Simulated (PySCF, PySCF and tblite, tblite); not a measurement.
# C6H5FO2: telling isomers apart by computed NMR

Aim: see whether computed shieldings tell isomers of C6H5FO2 apart.

Programs: PySCF 2.14.0 with density-fitted response routines of our own, and tblite 0.8.0. All values are computed, except where a source is named. Atoms count from 0 throughout.

## 1. The molecule as given

14 atoms, charge 0, multiplicity 1; geometry from: MMFF94s geometry. This is the first candidate.

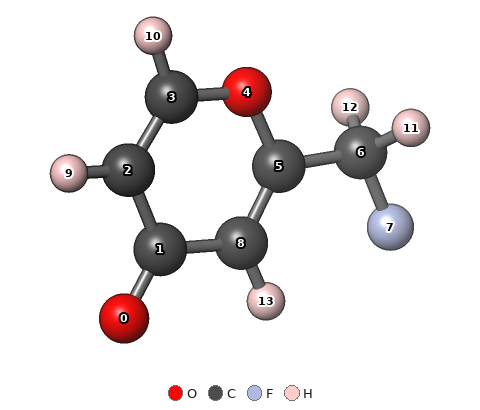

The starting geometry (oxygen red, carbon dark grey, fluorine light blue, hydrogen pink), atoms numbered.

## 2. GFN2-xTB relaxation, isomer A, conformer 1

Job settings and geometry (Å):

```
{"job": {"xc": "GFN2-xTB", "basis": "xTB", "kind": "relax"}, "charge": 0, "multiplicity": 1}
O     -2.195900    -1.945400    -0.069800
C     -1.485900    -0.952000    -0.036000
C     -2.029900     0.400100     0.069900
C     -1.188000     1.438300     0.100300
O      0.180700     1.313700     0.079700
C      0.730100     0.043100    -0.017800
C      2.232900     0.032900    -0.052300
F      2.730000    -1.233400    -0.130100
C     -0.006700    -1.073500    -0.063800
H     -3.118000     0.511800     0.100700
H     -1.493500     2.464900     0.175100
H      2.635900     0.478100     0.862600
H      2.595900     0.587900    -0.905000
H      0.411600    -2.067000    -0.135700
```

The run is started by

```bash
OMP_NUM_THREADS=1 python ens_run.py task.json out
```

The driver reads the study from task.json and runs its stages one after another.

Standard output:

```text
step      E/eV     max force
  0    -768.02195    1.107
  1    -768.07024    0.835
  2    -768.09305    0.725
  3    -768.11309    0.453
  4    -768.12509    0.240
  5    -768.12880    0.159
  6    -768.13174    0.114
  7    -768.13287    0.095
  8    -768.13372    0.076
  9    -768.13461    0.097
 10    -768.13529    0.080
 11    -768.13570    0.058
 12    -768.13590    0.054
 13    -768.13608    0.052
 14    -768.13628    0.048
 15    -768.13648    0.037
 16    -768.13648    0.037
 17    -768.13656    0.026
 18    -768.13666    0.028
 19    -768.13671    0.026
 20    -768.13680    0.027
 21    -768.13685    0.022
 22    -768.13692    0.021
 23    -768.13697    0.025
 24    -768.13702    0.018
 25    -768.13704    0.017
 26    -768.13707    0.015
 27    -768.13709    0.013
 28    -768.13711    0.008
 29    -768.13712    0.009
 30    -768.13713    0.008
 31    -768.13714    0.008
 32    -768.13714    0.004
 33    -768.13714    0.003
```

Run time: 0.3 s. Hardware: 1 thread of Intel Xeon Platinum 8259CL at 2.50GHz, shared host.

Gain 0.115 eV; displacement 0.04 Å root mean square.

## 3. Shieldings, isomer A, conformer 1: PBE0/pcSseg-1

Job settings and geometry (Å):

```
{"job": {"xc": "PBE0", "basis": "pcSseg-1", "kind": "nmr", "pop": true}, "charge": 0, "multiplicity": 1}
O     -2.239536    -1.971276    -0.072615
C     -1.511763    -0.998896    -0.029647
C     -1.996281     0.381779     0.063430
C     -1.140478     1.409745     0.106517
O      0.198815     1.285222     0.070634
C      0.707465     0.034984    -0.014789
C      2.212914     0.055786    -0.044561
F      2.723128    -1.204499    -0.131713
C     -0.049661    -1.072160    -0.065237
H     -3.060277     0.546878     0.096231
H     -1.437094     2.447176     0.175136
H      2.608550     0.509996     0.872202
H      2.572026     0.618881    -0.914748
H      0.411514    -2.044088    -0.133007
```

Standard output:

```text
coarse grid: 12880 points
cycle   1  E = -481.0518419631  dE =  1.811e+00  |g| = 9.866e-01  |ddm| = 3.601e+00
cycle   2  E = -478.1258044177  dE =  2.926e+00  |g| = 2.940e+00  |ddm| = 3.865e+00
cycle   3  E = -481.1248407791  dE = -2.999e+00  |g| = 7.220e-01  |ddm| = 3.710e+00
cycle   4  E = -481.2412940110  dE = -1.165e-01  |g| = 1.868e-01  |ddm| = 6.606e-01
cycle   5  E = -481.2456598028  dE = -4.366e-03  |g| = 1.370e-01  |ddm| = 2.676e-01
cycle   6  E = -481.2493552096  dE = -3.695e-03  |g| = 4.168e-02  |ddm| = 1.307e-01
cycle   7  E = -481.2497093359  dE = -3.541e-04  |g| = 1.323e-02  |ddm| = 4.297e-02
cycle   8  E = -481.2497421811  dE = -3.285e-05  |g| = 2.786e-03  |ddm| = 1.192e-02
cycle   9  E = -481.2497439469  dE = -1.766e-06  |g| = 1.114e-03  |ddm| = 4.506e-03
final grid: 128128 points
cycle  10  E = -481.3294896014  dE = -2.157e-05  |g| = 1.442e-02  |ddm| = 3.449e-02
cycle  11  E = -481.3293959650  dE =  9.364e-05  |g| = 2.671e-02  |ddm| = 3.476e-02
cycle  12  E = -481.3295274885  dE = -1.315e-04  |g| = 2.862e-03  |ddm| = 2.636e-02
cycle  13  E = -481.3295289643  dE = -1.476e-06  |g| = 6.062e-04  |ddm| = 2.825e-03
cycle  14  E = -481.3295290207  dE = -5.639e-08  |g| = 2.321e-04  |ddm| = 6.368e-04
cycle  15  E = -481.3295290312  dE = -1.044e-08  |g| = 1.043e-04  |ddm| = 3.065e-04
cycle  16  E = -481.3295290337  dE = -2.573e-09  |g| = 1.269e-05  |ddm| = 9.875e-05
cycle  17  E = -481.3295290338  dE = -3.229e-11  |g| = 4.722e-06  |ddm| = 1.473e-05
converged SCF energy = -481.3295290338

GIAO shielding tensors (ppm)
atom      isotropic    diamagn.    paramagn.     s11        s22        s33       span
  0 O     -220.912     398.068    -618.980   -734.706   -290.607    362.577   1097.282
  1 C       10.223     244.065    -233.842    -80.981     -7.708    119.358    200.339
  2 C       60.389     260.086    -199.697    -34.112     70.491    144.788    178.900
  3 C       27.939     249.841    -221.902    -76.896     53.119    107.594    184.490
  4 O      118.633     399.794    -281.161     -7.313     13.875    349.336    356.649
  5 C       17.585     258.226    -240.641    -83.215     37.045     98.923    182.138
  6 C      104.444     238.164    -133.720     78.013     81.523    153.797     75.784
  7 F      441.718     470.814     -29.095    419.196    421.414    484.545     65.349
  8 C       65.558     256.802    -191.245    -23.866     65.890    154.650    178.516
  9 H       25.326      30.231      -4.905     24.238     24.288     27.451      3.213
 10 H       24.038      29.045      -5.007     20.712     24.534     26.869      6.158
 11 H       26.260      26.668      -0.408     21.975     26.831     29.975      7.999
 12 H       26.260      26.664      -0.404     21.973     26.831     29.976      8.003
 13 H       25.036      32.710      -7.675     22.784     22.786     29.538      6.754
```

It took 32 s on 1 thread of Intel Xeon Platinum 8259CL at 2.50GHz, shared host.

This run: HOMO -7.22 eV, LUMO -1.26 eV; dipole 4.98 D.

## 4. Couplings, isomer A, conformer 1: B3LYP/pcJ-1+6-31G*

Changed since step 3:

```diff
@@ -1,2 +1,2 @@
-{"job": {"xc": "PBE0", "basis": "pcSseg-1", "kind": "nmr", "pop": true}, "charge": 0, "multiplicity": 1}
+{"job": {"xc": "B3LYP", "basis": {"default": "6-31G*", "H": "pcJ-1", "F": "pcJ-1"}, "nuclei": ["H", "F", "P", "Si", "B"], "kind": "j"}, "charge": 0, "multiplicity": 1}
 O     -2.239536    -1.971276    -0.072615
```

Standard output:

```text
coarse grid: 12880 points
cycle   1  E = -481.7347116736  dE =  1.765e+00  |g| = 1.047e+00  |ddm| = 3.836e+00
cycle   2  E = -478.5050911440  dE =  3.230e+00  |g| = 3.056e+00  |ddm| = 3.894e+00
cycle   3  E = -481.7963387218  dE = -3.291e+00  |g| = 8.100e-01  |ddm| = 3.761e+00
cycle   4  E = -481.9518940363  dE = -1.556e-01  |g| = 1.961e-01  |ddm| = 7.691e-01
cycle   5  E = -481.9526013541  dE = -7.073e-04  |g| = 1.912e-01  |ddm| = 3.171e-01
cycle   6  E = -481.9606661586  dE = -8.065e-03  |g| = 4.511e-02  |ddm| = 1.871e-01
cycle   7  E = -481.9610905705  dE = -4.244e-04  |g| = 1.539e-02  |ddm| = 4.756e-02
cycle   8  E = -481.9611373270  dE = -4.676e-05  |g| = 3.035e-03  |ddm| = 1.374e-02
cycle   9  E = -481.9611393995  dE = -2.072e-06  |g| = 1.120e-03  |ddm| = 4.229e-03
final grid: 128128 points
cycle  10  E = -481.9026537222  dE = -6.525e-05  |g| = 7.050e-03  |ddm| = 2.655e-02
cycle  11  E = -481.9026403902  dE =  1.333e-05  |g| = 1.100e-02  |ddm| = 1.440e-02
cycle  12  E = -481.9026635384  dE = -2.315e-05  |g| = 2.603e-03  |ddm| = 1.094e-02
cycle  13  E = -481.9026648507  dE = -1.312e-06  |g| = 5.447e-04  |ddm| = 2.941e-03
cycle  14  E = -481.9026648965  dE = -4.581e-08  |g| = 2.124e-04  |ddm| = 6.128e-04
cycle  15  E = -481.9026649045  dE = -7.967e-09  |g| = 1.073e-04  |ddm| = 2.635e-04
cycle  16  E = -481.9026649071  dE = -2.605e-09  |g| = 1.089e-05  |ddm| = 9.600e-05
cycle  17  E = -481.9026649071  dE = -2.319e-11  |g| = 3.493e-06  |ddm| = 1.258e-05
converged SCF energy = -481.9026649071

Indirect spin-spin couplings (Hz)
  i      j    bonds     total        FC       PSO       DSO        SD
  7 F    9 H    6     -0.379    -0.107     0.756    -1.008    -0.019
  7 F   10 H    5      0.213     0.376     0.924    -1.166     0.079
  7 F   11 H    2     51.925    46.347    10.246    -1.180    -3.487
  7 F   12 H    2     51.931    46.351    10.248    -1.181    -3.487
  7 F   13 H    4      6.698     6.811    -1.543     1.431    -0.001
  9 H   10 H    3      6.976     7.268     0.237    -0.529         -
  9 H   11 H    6     -0.536    -0.143     0.729    -1.122         -
  9 H   12 H    6     -0.535    -0.142     0.730    -1.123         -
  9 H   13 H    4      1.807     2.442     1.258    -1.893         -
 10 H   11 H    5     -0.278    -0.013     0.591    -0.856         -
 10 H   12 H    5     -0.279    -0.014     0.591    -0.856         -
 10 H   13 H    5     -0.227     0.493     1.214    -1.934         -
 11 H   12 H    2    -16.015   -15.540     1.528    -2.003         -
 11 H   13 H    4     -2.264    -1.906     0.849    -1.207         -
 12 H   13 H    4     -2.261    -1.902     0.852    -1.210         -
```

Wall time 34 s (1 thread of Intel Xeon Platinum 8259CL at 2.50GHz, shared host).

This run: HOMO -6.55 eV, LUMO -1.12 eV; dipole 4.83 D.

## 5. Averages, isomer A: properties at PBE0/pcSseg-1

Job settings and geometry (Å):

```
{"job": {"study": "conf", "smiles": "O=c1ccoc(CF)c1", "search": {"seed": 1620, "n_embed": 60, "ff_keep": 14, "window": 2.5, "nmax": 6, "temps": [250, 298.15, 350], "t_ref": 298.15, "order": 0.001}, "level": {"nmr": {"xc": "PBE0", "basis": "pcSseg-1"}, "j": {"xc": "B3LYP", "basis": {"default": "6-31G*", "H": "pcJ-1", "F": "pcJ-1"}, "nuclei": ["H", "F", "P", "Si", "B"]}}, "kind": "conf"}, "charge": 0, "multiplicity": 1}
O     -2.239536    -1.971276    -0.072615
C     -1.511763    -0.998896    -0.029647
C     -1.996281     0.381779     0.063430
C     -1.140478     1.409745     0.106517
O      0.198815     1.285222     0.070634
C      0.707465     0.034984    -0.014789
C      2.212914     0.055786    -0.044561
F      2.723128    -1.204499    -0.131713
C     -0.049661    -1.072160    -0.065237
H     -3.060277     0.546878     0.096231
H     -1.437094     2.447176     0.175136
H      2.608550     0.509996     0.872202
H      2.572026     0.618881    -0.914748
H      0.411514    -2.044088    -0.133007
```

Standard output:

```text
conformer  sym    E(xTB)   E(DFT)   G(298.15 K)  weight  dipole/D
    1     Cs      0.000    0.000    0.000   1.0000    4.977

mean shielding (ppm) by class
class atoms           250 K   298.15 K      350 K
  0 O  0           -220.912   -220.912   -220.912
  1 C  1             10.223     10.223     10.223
  2 C  2             60.389     60.389     60.389
  3 C  3             27.939     27.939     27.939
  4 O  4            118.633    118.633    118.633
  5 C  5             17.585     17.585     17.585
  6 C  6            104.444    104.444    104.444
  7 F  7            441.719    441.719    441.719
  8 C  8             65.558     65.558     65.558
  9 H  9             25.326     25.326     25.326
 10 H  10            24.038     24.038     24.038
 11 H  11,12          26.26      26.26      26.26
 12 H  13            25.036     25.036     25.036
```

It took 69 s on 1 thread of Intel Xeon Platinum 8259CL at 2.50GHz, shared host. This counts the runs that the step sums up.

The search (ETKDG and KDG, MMFF94s, GFN2-xTB) embedded 60 structures, kept 2 distinct ones after the force field and 1 after xTB; 1 was carried on (window 2.5 kcal/mol at the search's own energies). Energies: PBE0/pcSseg-1 with D3(BJ).

The conformers at 298 K:

| no. | group | mirror pair | ΔE xTB | ΔE DFT | ΔG | weight (%) | μ (D) | O4–C5–C6–F7 (°) | A, B, C (GHz) |
| --- | --- | --- | --- | --- | --- | --- | --- | --- | --- |
| 1 | Cs | no | 0.00 | 0.00 | 0.00 | 100.0 | 4.98 | -180 | 2.94, 1.25, 0.88 |

Energies in kcal/mol. ΔG holds xTB vibrations and rotation, symmetry numbers and mirror pairs.

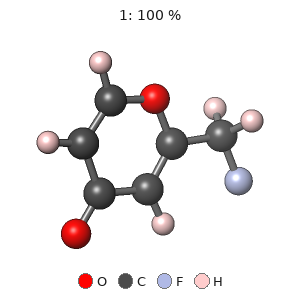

The one conformer.

Shifts against references run at the same level (17O H2O 336.1, 13C TMS 186.9, 19F CFCl3 170.9, 1H TMS 31.72 ppm of shielding), by class of atoms, at 298 K:

| atoms | environment | average |
| --- | --- | --- |
| C1 | ring carbonyl carbon | 176.7 |
| C5 | substituted aromatic carbon next to the ring oxygen | 169.3 |
| C3 | aromatic CH next to the ring oxygen | 159.0 |
| C2 | aromatic CH | 126.5 |
| C8 | aromatic CH | 121.4 |
| C6 | sp3 CH2 bonded to F, on an aromatic ring | 82.5 |
| H10 | hydrogen on an aromatic CH next to the ring oxygen | 7.68 |
| H13 | hydrogen on an aromatic CH | 6.68 |
| H9 | hydrogen on an aromatic CH | 6.39 |
| H11, H12 | hydrogen on an sp3 CH2 bonded to F, on an aromatic ring | 5.46 |
| O0 | carbonyl oxygen | 557.0 |
| O4 | aromatic ring oxygen | 217.4 |
| F7 | fluorine on an sp3 carbon | -270.8 |

Couplings (Hz, B3LYP/pcJ-1+6-31G*; one pair named for each class), from conformers that hold 100 % of the weight:

| pair | bonds | average |
| --- | --- | --- |
| F7–H11 | 2 | 51.9 |
| H11–H12 | 2 | -16.0 |
| H9–H10 | 3 | 7.0 |
| F7–H13 | 4 | 6.7 |
| H11–H13 | 4 | -2.3 |
| H9–H13 | 4 | 1.8 |

Effective distances for nuclear Overhauser effects, ⟨r⁻⁶⟩^(−1/6) over all pairs of two classes (Å): H9···H10 2.50; H11···H13 3.52.

## 6. GFN2-xTB relaxation, isomer B, conformer 1

Job settings and geometry (Å):

```
{"job": {"xc": "GFN2-xTB", "basis": "xTB", "kind": "relax"}, "charge": 0, "multiplicity": 1}
O     -0.080400     2.200800    -0.321200
C      0.298900     1.070800    -0.100800
C      1.733200     0.795500     0.214300
C      2.092200    -0.454000     0.444200
O      1.239600    -1.541500     0.448600
C     -0.089500    -1.302100     0.158300
C     -0.609600    -0.094600    -0.106100
C     -2.033300     0.181800    -0.402900
F     -2.772500    -0.973700    -0.386600
H      2.404100     1.634500     0.228700
H      3.101700    -0.767800     0.681900
H     -0.659000    -2.224600     0.182000
H     -2.479900     0.857200     0.342500
H     -2.146300     0.617300    -1.405000
```

Standard output:

```text
step      E/eV     max force
  0    -768.11927    1.979
  1    -768.21196    1.029
  2    -768.23204    0.546
  3    -768.24265    0.289
  4    -768.25528    0.238
  5    -768.25848    0.279
  6    -768.26117    0.106
  7    -768.26212    0.084
  8    -768.26295    0.065
  9    -768.26368    0.067
 10    -768.26420    0.052
 11    -768.26449    0.050
 12    -768.26468    0.039
 13    -768.26468    0.039
 14    -768.26475    0.026
 15    -768.26484    0.020
 16    -768.26488    0.022
 17    -768.26495    0.022
 18    -768.26499    0.022
 19    -768.26504    0.020
 20    -768.26512    0.028
 21    -768.26520    0.025
 22    -768.26525    0.018
 23    -768.26528    0.014
 24    -768.26530    0.015
 25    -768.26532    0.011
 26    -768.26533    0.008
 27    -768.26534    0.004
 28    -768.26534    0.004
```

Run time: 0.24 s. Hardware: 1 thread of Intel Xeon Platinum 8259CL at 2.50GHz, shared host.

Relaxing gained 0.146 eV and moved the atoms by 0.04 Å on average (rms).

## 7. Shieldings, isomer B, conformer 1: PBE0/pcSseg-1

Job settings and geometry (Å):

```
{"job": {"xc": "PBE0", "basis": "pcSseg-1", "kind": "nmr", "pop": false}, "charge": 0, "multiplicity": 1}
O     -0.106036     2.241145    -0.331214
C      0.300802     1.116186    -0.099678
C      1.687934     0.784753     0.205317
C      2.060350    -0.481820     0.449396
O      1.224262    -1.526805     0.436725
C     -0.066907    -1.288812     0.163099
C     -0.570647    -0.069603    -0.098563
C     -2.017265     0.162558    -0.399902
F     -2.737786    -1.002917    -0.376035
H      2.406268     1.587089     0.229240
H      3.074153    -0.778878     0.679799
H     -0.666442    -2.188535     0.174876
H     -2.456634     0.840409     0.340781
H     -2.132729     0.604757    -1.396007
```

Standard output:

```text
coarse grid: 12880 points
cycle   1  E = -481.0757598925  dE =  1.805e+00  |g| = 9.476e-01  |ddm| = 3.644e+00
cycle   2  E = -480.4480502956  dE =  6.277e-01  |g| = 1.942e+00  |ddm| = 4.253e+00
cycle   3  E = -481.2304789772  dE = -7.824e-01  |g| = 3.140e-01  |ddm| = 3.567e+00
cycle   4  E = -481.2477097725  dE = -1.723e-02  |g| = 1.334e-01  |ddm| = 4.037e-01
cycle   5  E = -481.2503999315  dE = -2.690e-03  |g| = 4.882e-02  |ddm| = 1.279e-01
cycle   6  E = -481.2508973652  dE = -4.974e-04  |g| = 1.509e-02  |ddm| = 5.100e-02
cycle   7  E = -481.2509527421  dE = -5.538e-05  |g| = 4.016e-03  |ddm| = 1.565e-02
cycle   8  E = -481.2509556287  dE = -2.887e-06  |g| = 1.212e-03  |ddm| = 3.658e-03
final grid: 128128 points
cycle   9  E = -481.3323856076  dE = -2.076e-05  |g| = 1.462e-02  |ddm| = 3.906e-02
cycle  10  E = -481.3322867495  dE =  9.886e-05  |g| = 2.730e-02  |ddm| = 4.008e-02
cycle  11  E = -481.3324241718  dE = -1.374e-04  |g| = 2.858e-03  |ddm| = 2.964e-02
cycle  12  E = -481.3324256213  dE = -1.450e-06  |g| = 5.451e-04  |ddm| = 2.739e-03
cycle  13  E = -481.3324256632  dE = -4.185e-08  |g| = 2.390e-04  |ddm| = 6.098e-04
cycle  14  E = -481.3324256752  dE = -1.207e-08  |g| = 9.396e-05  |ddm| = 3.082e-04
cycle  15  E = -481.3324256776  dE = -2.335e-09  |g| = 1.182e-05  |ddm| = 1.002e-04
cycle  16  E = -481.3324256776  dE = -2.967e-11  |g| = 4.662e-06  |ddm| = 1.387e-05
converged SCF energy = -481.3324256776

GIAO shielding tensors (ppm)
atom      isotropic    diamagn.    paramagn.     s11        s22        s33       span
  0 O     -188.266     400.053    -588.320   -690.554   -263.844    389.599   1080.154
  1 C       10.287     242.105    -231.818    -77.460    -10.448    118.769    196.229
  2 C       61.665     261.070    -199.406    -31.305     69.712    146.587    177.892
  3 C       26.472     250.781    -224.309    -78.726     47.992    110.150    188.876
  4 O      107.069     394.777    -287.708    -36.149     -8.886    366.243    402.392
  5 C       32.091     249.817    -217.726    -65.250     48.050    113.473    178.723
  6 C       50.228     271.092    -220.865    -34.472     37.808    147.347    181.820
  7 C      103.422     238.616    -135.193     74.133     78.076    158.058     83.924
  8 F      453.213     470.825     -17.612    419.357    466.868    473.413     54.056
  9 H       25.279      30.782      -5.503     24.014     24.311     27.511      3.498
 10 H       23.833      28.295      -4.462     20.433     24.513     26.553      6.120
 11 H       23.836      30.586      -6.749     19.826     22.907     28.777      8.951
 12 H       26.012      27.722      -1.710     21.681     26.517     29.837      8.156
 13 H       26.008      27.723      -1.715     21.670     26.513     29.842      8.172
```

Run time: 32 s. Hardware: 1 thread of Intel Xeon Platinum 8259CL at 2.50GHz, shared host.

This run: HOMO -7.42 eV, LUMO -1.33 eV; dipole 3.07 D.

## 8. Couplings, isomer B, conformer 1: B3LYP/pcJ-1+6-31G*

Changed since step 7:

```diff
@@ -1,2 +1,2 @@
-{"job": {"xc": "PBE0", "basis": "pcSseg-1", "kind": "nmr", "pop": false}, "charge": 0, "multiplicity": 1}
+{"job": {"xc": "B3LYP", "basis": {"default": "6-31G*", "H": "pcJ-1", "F": "pcJ-1"}, "nuclei": ["H", "F", "P", "Si", "B"], "kind": "j"}, "charge": 0, "multiplicity": 1}
 O     -0.106036     2.241145    -0.331214
```

Standard output:

```text
coarse grid: 12880 points
cycle   1  E = -481.7601262716  dE =  1.756e+00  |g| = 1.008e+00  |ddm| = 3.846e+00
cycle   2  E = -478.7849256053  dE =  2.975e+00  |g| = 2.934e+00  |ddm| = 3.797e+00
cycle   3  E = -481.7867630990  dE = -3.002e+00  |g| = 8.346e-01  |ddm| = 3.685e+00
cycle   4  E = -481.9494806977  dE = -1.627e-01  |g| = 2.284e-01  |ddm| = 7.844e-01
cycle   5  E = -481.9489114896  dE =  5.692e-04  |g| = 2.261e-01  |ddm| = 3.672e-01
cycle   6  E = -481.9615358596  dE = -1.262e-02  |g| = 4.152e-02  |ddm| = 2.280e-01
cycle   7  E = -481.9618859557  dE = -3.501e-04  |g| = 1.228e-02  |ddm| = 4.234e-02
cycle   8  E = -481.9619173818  dE = -3.143e-05  |g| = 3.480e-03  |ddm| = 1.211e-02
cycle   9  E = -481.9619197444  dE = -2.363e-06  |g| = 1.236e-03  |ddm| = 3.634e-03
final grid: 128128 points
cycle  10  E = -481.9053184344  dE = -6.852e-05  |g| = 6.544e-03  |ddm| = 2.852e-02
cycle  11  E = -481.9053104956  dE =  7.939e-06  |g| = 9.468e-03  |ddm| = 1.249e-02
cycle  12  E = -481.9053270738  dE = -1.658e-05  |g| = 1.928e-03  |ddm| = 8.186e-03
cycle  13  E = -481.9053277667  dE = -6.929e-07  |g| = 4.613e-04  |ddm| = 2.024e-03
cycle  14  E = -481.9053277996  dE = -3.289e-08  |g| = 1.827e-04  |ddm| = 4.996e-04
cycle  15  E = -481.9053278051  dE = -5.493e-09  |g| = 5.772e-05  |ddm| = 1.815e-04
cycle  16  E = -481.9053278059  dE = -7.627e-10  |g| = 1.577e-05  |ddm| = 7.312e-05
converged SCF energy = -481.9053278059

Indirect spin-spin couplings (Hz)
  i      j    bonds     total        FC       PSO       DSO        SD
  8 F    9 H    5      1.194     1.326     0.891    -1.109     0.086
  8 F   10 H    6     -0.219     0.091     0.722    -1.014    -0.019
  8 F   11 H    4      1.831     1.798    -1.389     1.434    -0.012
  8 F   12 H    2     53.468    48.062     9.981    -1.116    -3.460
  8 F   13 H    2     53.461    48.060     9.978    -1.116    -3.460
  9 H   10 H    3      6.841     7.121     0.236    -0.516         -
  9 H   11 H    5     -0.304     0.414     1.208    -1.927         -
  9 H   12 H    5     -0.511    -0.180     0.681    -1.012         -
  9 H   13 H    5     -0.511    -0.180     0.681    -1.012         -
 10 H   11 H    4      0.339     1.007     1.398    -2.066         -
 10 H   12 H    6     -0.627    -0.219     0.769    -1.177         -
 10 H   13 H    6     -0.627    -0.219     0.769    -1.177         -
 11 H   12 H    4     -2.815    -2.461     0.852    -1.206         -
 11 H   13 H    4     -2.810    -2.455     0.855    -1.210         -
 12 H   13 H    2    -17.022   -16.616     1.419    -1.825         -
```

Wall time 34 s (1 thread of Intel Xeon Platinum 8259CL at 2.50GHz, shared host).

This run: HOMO -6.77 eV, LUMO -1.17 eV; dipole 3.05 D.

[end of part 1 of 2]
